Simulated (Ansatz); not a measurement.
# Bands, cutoff and cost in G0W0 for SnSe (Pnma)

How do accuracy and time trade against each other in G0W0 on SnSe (Pnma)?

Calculated with Ansatz 0.2.0; G0W0 on PBE, plane waves, PAW.

**1. Set-up**

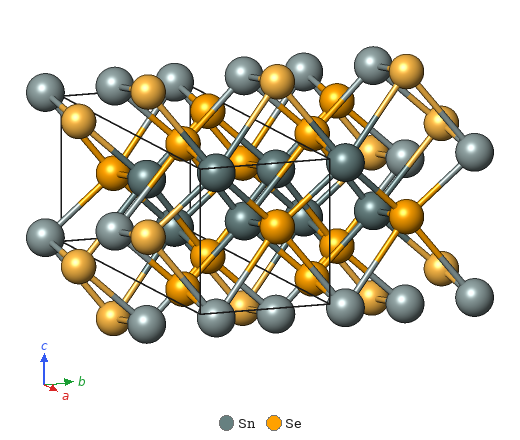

The cell as given, slightly off an axis (tin teal, selenium orange). 1×2×1 cells are drawn. Some periodic images of atoms are drawn too.

Structure file:

```cif
data_structure
_symmetry_space_group_name_H-M 'Pnma'
_symmetry_Int_Tables_number 62
_cell_length_a 11.5022
_cell_length_b 4.1540
_cell_length_c 4.4445
_cell_angle_alpha 90.000
_cell_angle_beta 90.000
_cell_angle_gamma 90.000
_cell_volume 212.36
loop_
_atom_site_label
_atom_site_type_symbol
_atom_site_symmetry_multiplicity
_atom_site_Wyckoff_symbol
_atom_site_fract_x
_atom_site_fract_y
_atom_site_fract_z
_atom_site_occupancy
Sn1 Sn 4 c 0.61809 0.75000 0.39754 1
Se1 Se 4 c 0.14335 0.25000 0.52321 1
```

Geometry: measured lattice cell, ions relaxed with PBE; the structure entry is the Materials Project's. The runs that relaxed it are not among those shown. The default PAW set here is soft_2. Its files were made with PBE.

**2. 160 empty bands, screening to 48 eV**

Now the one-shot GW correction: screening in the RPA, then the self-energy of the levels asked for.

The input, input.yaml:

```yaml
crystal:
  lattice:
    - [11.5022, 0.0, 0.0]
    - [0.0, 4.154, 0.0]
    - [0.0, 0.0, 4.4445]
  atoms:
    - { symbol: Sn, position: [0.6180906623, 0.75, 0.397535038] }
    - { symbol: Sn, position: [0.8819093377, 0.25, 0.897535038] }
    - { symbol: Sn, position: [0.3819093377, 0.25, 0.602464962] }
    - { symbol: Sn, position: [0.1180906623, 0.75, 0.102464962] }
    - { symbol: Se, position: [0.1433532693, 0.25, 0.5232051378] }
    - { symbol: Se, position: [0.6433532693, 0.25, 0.9767948622] }
    - { symbol: Se, position: [0.3566467307, 0.75, 0.0232051378] }
    - { symbol: Se, position: [0.8566467307, 0.75, 0.4767948622] }
kpoints:
  mp_grid: { grid: [2, 4, 4] }
hamiltonian:
  xc: pbe
scf:
  occupations: { method: fixed }
gw:
  n_empty_bands: 160
  ecut_chi: 48
  qp_bands: [v2, c2]
  qp_kpoints: band_edges
  screening: { model: contour_deformation }
```

Started as:

```sh
$ ansatz run input.yaml --threads 3 --pin off --max-ram 92160MiB --backend cuda --events-out ev --progress --plain --runs-dir out --devices 1 --max-vram 13GiB
```

Numbers of over 12 decimals in the logs are rounded to 6 here.

Output:

```text
GPUs: using 1 of 1 available (devices: 1).
Engine: ansatz 0.2.0, x86_64-unknown-linux-gnu
Pseudopotentials: kind: paw
Pseudopotential: Sn, paw, valence charge 14, recommended cutoff 420 eV (normal), Sn.paw.azcp
Pseudopotential: Se, paw, valence charge 16, recommended cutoff 420 eV (normal), Se.paw.azcp
Functional definition: PBE
  parameter kappa = 0.804
  parameter beta = 0.066725
  exchange = pbe_x(kappa = kappa, mu = beta*pi^2/3)
  correlation = pbe_c(beta = beta)
device memory: the entry about to start is reckoned to put 3.8 GiB on a device that reports 47.7 GiB free (of which the cap on the GPU budget leaves the run 13.0 GiB)
GPU FFT provider: cuFFT
GPU libraries: cuBLAS 13.8.2, cuFFT 12.4.0, cuSOLVER 12.3.4
Crystal: 8 atoms, lattice volume = 212.359 Å³
Basis set: ecut = 420 eV, 4145 PW (Γ)
Bands: 72, of which v1, the nominal top of the filled ones, is band 60 counted from 1 (59 counted from 0)
Symmetry: 8 space group operations
Space group: Pnma (ITA 62), of the structure as read, at distance tolerance 6.0e-5 Å
k-points: 18 of 32
Non-local potential: Sn, projectors of the file, l = 0: 2, l = 1: 2, l = 2: 2, l = 3: 2
Non-local potential: Se, projectors of the file, l = 0: 2, l = 1: 2, l = 2: 3, l = 3: 1
PAW form: soft (Blöchl's): semilocal exchange-correlation on the pseudo side does not see the compensation charge
PAW one-centre angular grid: Sn, 590 points (default); XC on 64 Gauss nodes
PAW one-centre angular grid: Se, 590 points (default); XC on 64 Gauss nodes
Initial density: superposition of atomic densities (neutral atoms: chi_scale 0, normalization atom), corrected by the library's trained network
Initial wavefunctions: pseudopotential atomic-orbital guess
GPU buffer pool allocated for 72000 grid points (all kernels)
GPU transforms: local potential and band sums: pruned to the plane-wave sphere, on 80×27×30
Functional: x = pbe(κ = 0.804, μ = 0.219515), c = pbe(β = 0.066725)
SCF iter   1: F=—  HF=-45976.624265 eV  |F-HF|=—  |Δ(HF+E_count)|=         —  Δρ=1.28e-3  dr2=3.31e-3  ethr=1.77e-3  ⟨swp⟩=5.0  Hψ=4053  notcnv=0  defer=172
preconditioner: auto → Resta (q_TF=auto, 2.481 Å⁻¹)  ε∞=2.8  [insulator: Δε(μ)=0.846 eV  Ē_g=16.757 eV  n_scr=56 (ndim 8)  ℏωp=22.8 eV  f_vac=0.001  ε∞_Penn≈2.8]
SCF iter   2: F=—  HF=-45976.621784 eV  |F-HF|=—  |Δ(HF+E_count)|=   2.48e-3  Δρ=6.55e-4  dr2=7.68e-4  ethr=2.75e-6  ⟨swp⟩=2.1  Hψ=2617  notcnv=0  defer=174
SCF iter   3: F=—  HF=-45976.622098 eV  |F-HF|=—  |Δ(HF+E_count)|=   3.14e-4  Δρ=2.78e-4  dr2=1.17e-4  ethr=6.40e-7  ⟨swp⟩=2.0  Hψ=1951  notcnv=0  defer=174
SCF iter   4: F=—  HF=-45976.622187 eV  |F-HF|=—  |Δ(HF+E_count)|=   8.95e-5  Δρ=7.99e-5  dr2=1.23e-5  ethr=9.76e-8  ⟨swp⟩=2.3  Hψ=1709  notcnv=0  defer=144
SCF iter   5: F=—  HF=-45976.622191 eV  |F-HF|=—  |Δ(HF+E_count)|=   4.30e-6  Δρ=1.95e-5  dr2=7.59e-7  ethr=1.02e-8  ⟨swp⟩=2.2  Hψ=2235  notcnv=0  defer=109
SCF iter   6: F=—  HF=-45976.622191 eV  |F-HF|=—  |Δ(HF+E_count)|=   6.93e-7  Δρ=8.08e-6  dr2=1.15e-7  ethr=8.33e-11  ⟨swp⟩=10.4  Hψ=5944  notcnv=0
SCF iter   7: F=-45976.622191 eV  HF=-45976.622191 eV  |F-HF|=4.89e-9  |Δ(HF+E_count)|=   1.12e-7  Δρ=1.81e-6  dr2=5.81e-9  ethr=8.33e-11  ⟨swp⟩=3.2  Hψ=3041  notcnv=0
SCF 1 converged in 7 iterations: F = -45976.622191 eV  dr2 = 5.81e-9
  greatest PAW one-centre occupation: 1.000 electrons in one spin orbital (limit 2), on the Se atom at site 6 (counted from 0), in its partial waves of l = 2
device memory: the entry about to start is reckoned to put 4.6 GiB (of the 4.7 GiB reckoned in all, the device holds 0.1 GiB already) on a device that reports 47.6 GiB free (of which the cap on the GPU budget leaves the run 12.9 GiB)
NSCF: frozen V_eff on 18 k-points
the band table was solved once the SCF had ended and its energy, with any forces and stress, was formed, with the checks that follow a solve (4935 applications of the Hamiltonian). They found nothing against the state; the energy, forces and stress were not computed again (output.eigenvalues in the input reference)
device memory: the entry about to start is reckoned to put 4.5 GiB on a device that reports 47.7 GiB free (of which the cap on the GPU budget leaves the run 13.0 GiB)
NSCF: frozen V_eff on 18 k-points
G₀W₀ screening: q 1/18
[... further progress lines ...]
SCF converged after 7 iterations
Free energy (F): -45976.622191 eV
Harris-Foulkes:  -45976.622191 eV  (|F-HF|=4.89e-9)
Internal energy: -45976.622191 eV  (E = F + TS)
E sigma→0 (E₀):  -45976.622191 eV
Fermi energy:    8.893116 eV
--- Per-component energies (eV) ---
  E_band       = -1870.510515
  E_kinetic    = 1216.591584
  E_local      = -13186.380010  (includes V_loc(G=0)·N_el)
  E_nonlocal   = -2513.831794
  E_hartree    = 6960.413152
  E_xc         = -1950.291823
  E_vxc        = -779.761492  (∫ρ·V_xc dr)
  E_paw        = -24179.845454  (= ΣΔE_a)
  E_vpaw       = -527.956814  (= ΣTr[D̂ρ^β])
  E_aug_tail   = -0.002343  (compensation charges beyond the density's cutoff)
  E_ewald      = -12323.275503
  E_smearing   = -0.000000  (= −TS)
  E_closure    = 0.000000  (closes the sum)
  Σ components = -45976.622191   (vs F -45976.622191, Δ=0.00e0)
--- Band table (eV; the first three rows and the last of 18) ---
  k-point 0: bands = [... 56 lower, 7.5363, 7.8724, 8.3527, 8.5623, 9.7431, 11.9965, 12.1846, 12.1983, ... 8 higher]
  k-point 1: bands = [... 56 lower, 7.8917, 7.9871, 8.5166, 8.8009, 10.0499, 10.4823, 11.2792, 11.3446, ... 8 higher]
  k-point 2: bands = [... 56 lower, 8.3161, 8.3161, 8.8808, 8.8808, 10.3580, 10.3580, 10.7024, 10.7024, ... 8 higher]
  k-point 17: bands = [... 56 lower, 7.5325, 7.5325, 7.5325, 7.5325, 11.5405, 11.5405, 11.5405, 11.5405, ... 8 higher]
--- G₀W₀: contour deformation, 7 samples at zero and on the imaginary axis and 1 off it, 32 q-points, 160 empty bands' worth ---
  eigenvalues of the whole cell's RPA ε∞ on this k-mesh (on a slab, of 1 + 4πα/V) = 15.5297, 16.9080, 25.2710; static W/v taken at q = 0 is 0.054681
  gw.qp_kpoints: band_edges: 12 of 18 stored k-points solved, in 1 pass; an edge of the gap read off the rows below is read off those points alone
    valence top: of the k-points left out ik 5 came nearest to being solved in a further pass, in band 60 (counted from 1, as in the quasiparticle table): it holds the edge there only if its correction is more favourable than any solved in that band by at least 0.723 eV; those differ by 0.166 eV
    conduction bottom: of the k-points left out ik 7 came nearest to being solved in a further pass, in band 61 (counted from 1, as in the quasiparticle table): it holds the edge there only if its correction is more favourable than any solved in that band by at least 0.637 eV; those differ by 0.161 eV
    ik  band        ε_KS         Σx   Σc(E_QP)       V_xc       Z   E_QP_lin       E_QP  E_QP is
     0    59      8.3527   -16.1447     1.8328   -14.3546  0.7447     8.3954     8.3954  root
     0    60      8.5623   -16.4050     1.7861   -14.7017  0.7482     8.6449     8.6451  root
     0    61      9.7431    -8.5584    -2.9294   -11.7799  0.7745    10.0366    10.0353  root
     0    62     11.9965    -8.5476    -3.7641   -12.7303  0.7495    12.4207    12.4151  root
     1    59      8.5166   -16.3565     1.7182   -14.7287  0.7496     8.6069     8.6071  root
     1    60      8.8009   -15.8818     1.1868   -14.8603  0.7573     8.9658     8.9662  root
     1    61     10.0499    -8.6304    -3.0944   -12.0694  0.7727    10.3964    10.3945  root
     1    62     10.4823    -9.1823    -2.9534   -12.4780  0.7720    10.8266    10.8246  root
     2    59      8.8808   -14.9997     0.8176   -14.3493  0.7621     9.0477     9.0481  root
     2    60      8.8808   -14.9997     0.8176   -14.3493  0.7621     9.0477     9.0481  root
     2    61     10.3580    -9.4977    -2.8600   -12.7128  0.7723    10.7151    10.7131  root
     2    62     10.3580    -9.4977    -2.8600   -12.7128  0.7723    10.7151    10.7131  root
     3    59      8.3717   -16.4979     1.8947   -14.6594  0.7459     8.4278     8.4279  root
     3    60      8.7667   -15.8285     1.0387   -14.9763  0.7601     8.9529     8.9534  root
     3    61     10.0878    -8.9658    -2.8629   -12.1208  0.7721    10.3812    10.3799  root
     3    62     10.1700    -8.4898    -3.1578   -11.9863  0.7731    10.5107    10.5087  root
     4    59      8.2658   -15.3888     1.5291   -13.8952  0.7497     8.3013     8.3013  root
     4    60      8.4850   -15.7932     1.5030   -14.3646  0.7519     8.5592     8.5593  root
     4    61      9.9627    -9.3582    -2.9670   -12.7128  0.7742    10.3525    10.3502  root
     4    62     10.6166    -8.6076    -3.1946   -12.1533  0.7681    10.9699    10.9676  root
     6    59      8.3274   -15.6767     1.4517   -14.2860  0.7536     8.3884     8.3885  root
     6    60      8.3274   -15.6767     1.4517   -14.2860  0.7536     8.3884     8.3885  root
     6    61     10.0508    -8.3880    -3.0251   -11.6845  0.7737    10.3233    10.3222  root
     6    62     10.0508    -8.3880    -3.0251   -11.6845  0.7737    10.3233    10.3222  root
[...]
13    59      8.5366   -16.0586     1.5522   -14.5959  0.7517     8.6260     8.6262  root
    13    60      8.5366   -16.0586     1.5522   -14.5959  0.7517     8.6260     8.6262  root
    13    61     10.8290    -9.1911    -3.2319   -12.8414  0.7655    11.2511    11.2473  root
    13    62     10.8290    -9.1911    -3.2319   -12.8414  0.7655    11.2511    11.2473  root
    15    59      8.0902   -14.9801     1.3438   -13.6688  0.7521     8.1227     8.1227  root
    15    60      8.0902   -14.9801     1.3438   -13.6688  0.7521     8.1227     8.1227  root
    15    61     10.4917    -9.7102    -2.9617   -13.0588  0.7684    10.8814    10.8785  root
    15    62     10.4917    -9.7102    -2.9617   -13.0588  0.7684    10.8814    10.8785  root
```

It took 26 s on 1 × NVIDIA H100 80GB HBM3 (shared by 6 runs) with 3 threads of AMD EPYC 7R13 (Zen 3), shared host; peak memory 1.5 GiB.

In the SCF lines HF is the Harris–Foulkes energy and dr2 the Hartree energy of the density residual, in eV; the loop may stop once dr2 is under the threshold and the program's other checks hold. Hψ counts applications of the Hamiltonian.

This step gave:

```
bands summed                                 : 220
RPA ε∞ on this mesh (eigenvalues)            : 15.53, 16.91, 25.27
plane waves in the screening matrix          : 169
q-points in the mesh                         : 32
G0W0 gap on the mesh                         : 0.9440 eV
k of the valence top                         : -0.5, 0, -0.5
k of the conduction bottom                   : 0, 0, 0
starting gap on the mesh                     : 0.8500 eV
Z at the valence top                         : 0.7622
Z at the conduction bottom                   : 0.7745
least direct G0W0 gap on the computed points : 1.390 eV
```

The gap on the mesh goes from 0.85 eV to 0.94 eV, a correction of +0.09 eV. Between the two edge states, bare exchange in place of the xc potential would open the gap by 3.90 eV, and correlation takes back 3.80 eV.

**3. 453 empty bands, screening to 96 eV**

Another rung: the empty bands reach about as high as the screening cutoff, so the two stay in balance.

Changes to input.yaml since step 2:

```diff
@@ -21,4 +21,4 @@
 gw:
-  n_empty_bands: 160
-  ecut_chi: 48
+  n_empty_bands: 453
+  ecut_chi: 96
   qp_bands: [v2, c2]
```

Output:

```text
GPUs: using 1 of 1 available (devices: 1).
[...]
GPU FFT provider: cuFFT
GPU libraries: cuBLAS 13.8.2, cuFFT 12.4.0, cuSOLVER 12.3.4
Crystal: 8 atoms, lattice volume = 212.359 Å³
Basis set: ecut = 420 eV, 4145 PW (Γ)
Bands: 72, of which v1, the nominal top of the filled ones, is band 60 counted from 1 (59 counted from 0)
Symmetry: 8 space group operations
[...]
k-points: 18 of 32
[...]
GPU buffer pool allocated for 72000 grid points (all kernels)
[...]
SCF iter   1: F=—  HF=-45976.624265 eV  |F-HF|=—  |Δ(HF+E_count)|=         —  Δρ=1.28e-3  dr2=3.31e-3  ethr=1.77e-3  ⟨swp⟩=5.0  Hψ=4053  notcnv=0  defer=172
[...]
SCF iter   7: F=-45976.622191 eV  HF=-45976.622191 eV  |F-HF|=4.89e-9  |Δ(HF+E_count)|=   1.12e-7  Δρ=1.81e-6  dr2=5.81e-9  ethr=8.33e-11  ⟨swp⟩=3.2  Hψ=3041  notcnv=0
SCF 1 converged in 7 iterations: F = -45976.622191 eV  dr2 = 5.81e-9
[...]
NSCF: frozen V_eff on 18 k-points
[...]
G₀W₀ screening: q 1/18
[... further progress lines ...]
SCF converged after 7 iterations
Free energy (F): -45976.622191 eV
[...]
Internal energy: -45976.622191 eV  (E = F + TS)
E sigma→0 (E₀):  -45976.622191 eV
Fermi energy:    8.893116 eV
[...]
--- Band table (eV; the first three rows and the last of 18) ---
  k-point 0: bands = [... 56 lower, 7.5363, 7.8724, 8.3527, 8.5623, 9.7431, 11.9965, 12.1846, 12.1983, ... 8 higher]
  k-point 1: bands = [... 56 lower, 7.8917, 7.9871, 8.5166, 8.8009, 10.0499, 10.4823, 11.2792, 11.3446, ... 8 higher]
  k-point 2: bands = [... 56 lower, 8.3161, 8.3161, 8.8808, 8.8808, 10.3580, 10.3580, 10.7024, 10.7024, ... 8 higher]
  k-point 17: bands = [... 56 lower, 7.5325, 7.5325, 7.5325, 7.5325, 11.5405, 11.5405, 11.5405, 11.5405, ... 8 higher]
[...]
bands read: the sum over 513 bands ends inside a degenerate multiplet in 14 slots, whose members it reads at an even weight; the widest, k=15: bands 513 to 516 (counted from 1) at 1/4 each
[...]
0    59      8.3527   -16.1447     1.4566   -14.3546  0.7396     8.0166     8.0192  root
     0    60      8.5623   -16.4050     1.3858   -14.7017  0.7430     8.2426     8.2447  root
     0    61      9.7431    -8.5584    -3.2384   -11.7799  0.7727     9.7263     9.7263  root
     0    62     11.9965    -8.5476    -4.0925   -12.7303  0.7467    12.0870    12.0868  root
     1    59      8.5166   -16.3565     1.3175   -14.7287  0.7443     8.2044     8.2063  root
     1    60      8.8009   -15.8818     0.7599   -14.8603  0.7525     8.5382     8.5393  root
     1    61     10.0499    -8.6304    -3.4133   -12.0694  0.7707    10.0757    10.0757  root
     1    62     10.4823    -9.1823    -3.2679   -12.4780  0.7694    10.5101    10.5101  root
[...]
15    59      8.0902   -14.9801     0.9776   -13.6688  0.7485     7.7540     7.7565  root
    15    60      8.0902   -14.9801     0.9776   -13.6688  0.7485     7.7540     7.7565  root
    15    61     10.4917    -9.7102    -3.3104   -13.0588  0.7654    10.5299    10.5298  root
    15    62     10.4917    -9.7102    -3.3104   -13.0588  0.7654    10.5299    10.5298  root
```

Wall time 41 s (1 × NVIDIA H100 80GB HBM3 (shared by 6 runs) with 3 threads); peak memory 2.5 GiB.

Numbers from this step:

| Property | Result |
| --- | --- |
| bands summed | 513 |
| RPA ε∞ on this mesh (eigenvalues) | 15.44, 16.83, 25.18 |
| plane waves in the screening matrix | 459 |
| q-points in the mesh | 32 |
| G0W0 gap on the mesh | 1.072 eV |
| k of the valence top | -0.5, 0, -0.5 |
| k of the conduction bottom | 0, 0, 0 |
| starting gap on the mesh | 0.8500 eV |
| Z at the valence top | 0.7579 |
| Z at the conduction bottom | 0.7727 |
| least direct G0W0 gap on the computed points | 1.482 eV |

Against the run with 2×4×4 mesh, 160 empty bands, screening to 48 eV, the gap moves by +0.13 eV.

**4. 975 empty bands, screening to 160 eV**

Changes to input.yaml since step 3:

```diff
@@ -21,4 +21,4 @@
 gw:
-  n_empty_bands: 453
-  ecut_chi: 96
+  n_empty_bands: 975
+  ecut_chi: 160.0
   qp_bands: [v2, c2]
```

Output:

```text
GPUs: using 1 of 1 available (devices: 1).
[...]
GPU FFT provider: cuFFT
GPU libraries: cuBLAS 13.8.2, cuFFT 12.4.0, cuSOLVER 12.3.4
Crystal: 8 atoms, lattice volume = 212.359 Å³
Basis set: ecut = 420 eV, 4145 PW (Γ)
Bands: 72, of which v1, the nominal top of the filled ones, is band 60 counted from 1 (59 counted from 0)
Symmetry: 8 space group operations
[...]
k-points: 18 of 32
[...]
1    62     10.4823    -9.1823    -3.4348   -12.4780  0.7689    10.3434    10.3431  root
[...]
15    59      8.0902   -14.9801     0.7902   -13.6688  0.7478     7.5627     7.5691  root
    15    60      8.0902   -14.9801     0.7902   -13.6688  0.7478     7.5627     7.5691  root
    15    61     10.4917    -9.7102    -3.4925   -13.0588  0.7648    10.3480    10.3477  root
    15    62     10.4917    -9.7102    -3.4925   -13.0588  0.7648    10.3480    10.3477  root
[key lines of the parts left out:]
SCF converged after 7 iterations
Free energy (F): -45976.622191 eV
Fermi energy:    8.893116 eV
```

Run time: 1.7 min. Hardware: 1 × NVIDIA H100 80GB HBM3 (shared by 6 runs) with 3 threads; peak memory 5.1 GiB.

This step gave:

- bands summed: 1035
- RPA ε∞ on this mesh (eigenvalues): 15.43, 16.81, 25.16
- plane waves in the screening matrix: 1003
- G0W0 gap on the mesh: 1.152 eV
- k of the valence top: 0, 0, -0.5
- k of the conduction bottom: 0, 0, 0
- starting gap on the mesh: 0.8500 eV
- least direct G0W0 gap on the computed points: 1.543 eV

Against the run with 2×4×4 mesh, 453 empty bands, screening to 96 eV, the gap moves by +0.08 eV.

**5. Changing the frequency model: 2×4×4 mesh, 453 empty bands, screening to 96 eV, plasmon pole**

A plasmon pole stands in for the full frequency dependence of the screening; this run shows what that costs in accuracy. Bands and cutoff differ from the step before, so it is read against an earlier run that matches them.

Changes to input.yaml since step 4:

```diff
@@ -21,6 +21,6 @@
 gw:
-  n_empty_bands: 975
-  ecut_chi: 160.0
+  n_empty_bands: 453
+  ecut_chi: 96
   qp_bands: [v2, c2]
   qp_kpoints: band_edges
-  screening: { model: contour_deformation }
+  screening: { model: godby_needs }
```

Output:

```text
GPUs: using 1 of 1 available (devices: 1).
[...]
GPU FFT provider: cuFFT
GPU libraries: cuBLAS 13.8.2, cuFFT 12.4.0, cuSOLVER 12.3.4
Crystal: 8 atoms, lattice volume = 212.359 Å³
Basis set: ecut = 420 eV, 4145 PW (Γ)
Bands: 72, of which v1, the nominal top of the filled ones, is band 60 counted from 1 (59 counted from 0)
Symmetry: 8 space group operations
[...]
k-points: 18 of 32
[...]
1    62     10.4823    -9.1823    -3.2904   -12.4780  0.7972    10.4876    10.4876  root
[...]
15    59      8.0902   -14.9801     0.9419   -13.6688  0.7866     7.7202     7.7208  root
    15    60      8.0902   -14.9801     0.9419   -13.6688  0.7866     7.7202     7.7208  root
    15    61     10.4917    -9.7102    -3.3286   -13.0588  0.7958    10.5116    10.5116  root
    15    62     10.4917    -9.7102    -3.3286   -13.0588  0.7958    10.5116    10.5116  root
[key lines of the parts left out:]
SCF converged after 7 iterations
Free energy (F): -45976.622191 eV
Fermi energy:    8.893116 eV
```

Elapsed: 76 s, on 1 × NVIDIA H100 80GB HBM3 (shared by 6 runs) with 3 threads; peak memory 2.6 GiB.

Numbers from this step:

* bands summed: 513
* plasmon-pole fit frequency: 27.91 eV
* RPA ε∞ on this mesh (eigenvalues): 15.44, 16.83, 25.18
* plane waves in the screening matrix: 459
* G0W0 gap on the mesh: 1.021 eV
* k of the valence top: -0.5, 0, -0.5
* k of the conduction bottom: 0, 0, 0
* starting gap on the mesh: 0.8500 eV
* least direct G0W0 gap on the computed points: 1.463 eV

Against the run with 2×4×4 mesh, 453 empty bands, screening to 96 eV, the gap moves by −0.05 eV.

(Part 1 of 2 ends here.)

[Paths, hosts, dates, memory and timing lines, banners, echoed tables and standing remarks are left out of the program output.]

[Logs are printed without paths, hosts, clocks, repeated set-up lines and the standing remarks that a program may print on its own settings, such as how far it seeks lower states.]

[Runs of the session that timed out or met a known fault of the program may be left out.]

[Cells called generated may have been cut or substituted from an entry of the Crystallography Open Database or the Materials Project.]

[Hosts, paths, dates, database ids (printed as entryN), source tags and the programs' standing remarks are cut or masked in the printed files.]
